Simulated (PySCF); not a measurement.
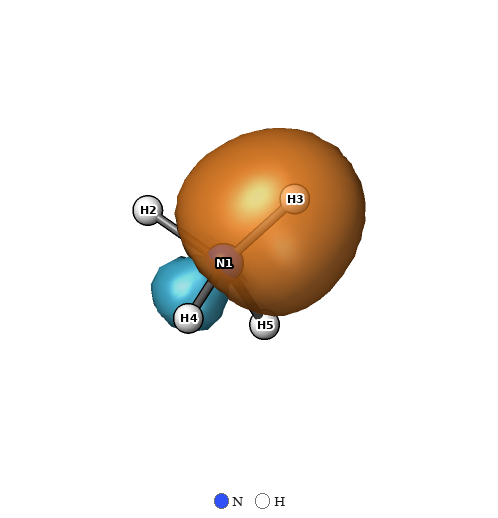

Figure. H4N, charge +1, SMILES `[NH4+]`. Foster–Boys orbitals, occupied; each surface holds about 85 % of the orbital's density. Energies are diagonal elements of the Fock matrix.

Computed with PySCF, PBE0/6-311+G**, geometry: GFN2-xTB. No frequency check shows the geometry to be a minimum.

> What does this orbital represent?

σ bond N1–H3 (N1 66 %, H3 34 %; −25.7 eV).

The PySCF run took 1.5 s on 1 thread of Intel(R) Xeon(R) 6975P-C (Granite Rapids), with other jobs on the host, peak memory 0.22 GiB.
